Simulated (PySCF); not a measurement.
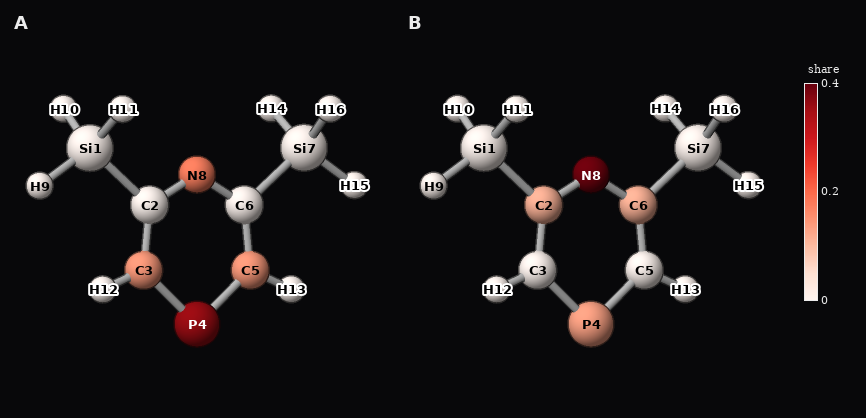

Each panel colours the atoms by their Löwdin share in one orbital (up to four of the largest shares; other atoms are shown as zero). The computed structure is the end point of a GFN2-xTB optimisation. No frequency run is at hand to confirm it as a minimum. Method: PBE0/def2-SVPD (PySCF 2.14.0).

Question: The panels show the HOMO, LUMO, in some order. Which is which?

Answer: A: LUMO, −2.31 eV; P4 0.36, N8 0.17, C3 0.14, C5 0.14
B: HOMO, −7.09 eV; N8 0.39, P4 0.13, C2 0.11, C6 0.11

The geometry is semi-empirical. Around P, Si such bond lengths and angles can be off by a tenth of an ångström or more and by several degrees, and values that hang on the shape move with them.
